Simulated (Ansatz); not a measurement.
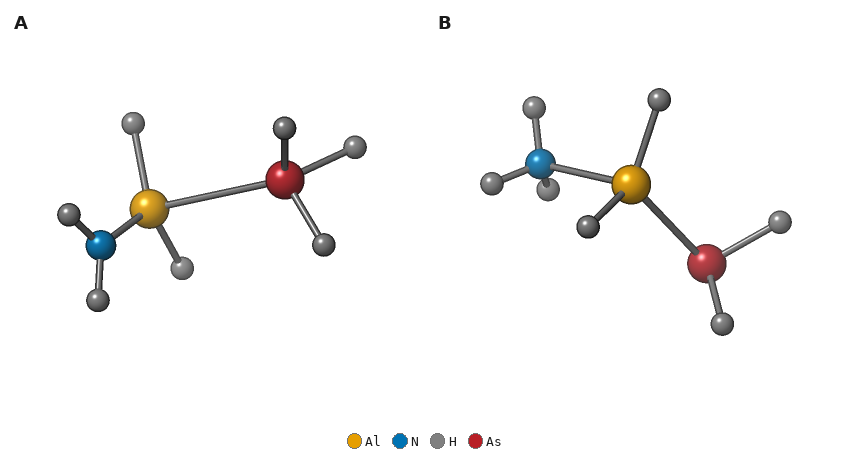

2 stationary structures of one formula. Geometries: PBE0-D4/def2-TZVP. Electronic energies: CCSD(T)/CBS (MP2 limit from def2-TZVPP and def2-QZVPP plus CCSD(T) − MP2) (Ansatz 0.2.0), without zero-point energy. Each is one conformer, not always the lowest.

Which is lowest in energy, and by how much?

B is lowest (a saddle point of order 1); A lies 13.7 kcal/mol above it (a minimum).

Give E(B) − E(A) in kcal/mol at these levels too: BLYP-D4/def2-TZVPP; PBE0-D4/def2-TZVPP; ωB97X-V/def2-TZVPP; CCSD(T)/CBS (MP2 limit from def2-TZVPP and def2-QZVPP plus CCSD(T) − MP2); PBE0-D4/def2-TZVP; B97M-V/def2-TZVPP; RHF-CCSD(T) (frozen core)/def2-SVP; RHF-CCSD(T) (frozen core)/def2-TZVPP.

| level | E(B) − E(A) (kcal/mol) |
| --- | --- |
| BLYP-D4/def2-TZVPP | −10.8 |
| PBE0-D4/def2-TZVPP | −14.7 |
| ωB97X-V/def2-TZVPP | −12.7 |
| CCSD(T)/CBS (MP2 limit from def2-TZVPP and def2-QZVPP plus CCSD(T) − MP2) | −13.7 |
| PBE0-D4/def2-TZVP | −14.5 |
| B97M-V/def2-TZVPP | −11.5 |
| RHF-CCSD(T) (frozen core)/def2-SVP | −17.0 |
| RHF-CCSD(T) (frozen core)/def2-TZVPP | −13.3 |
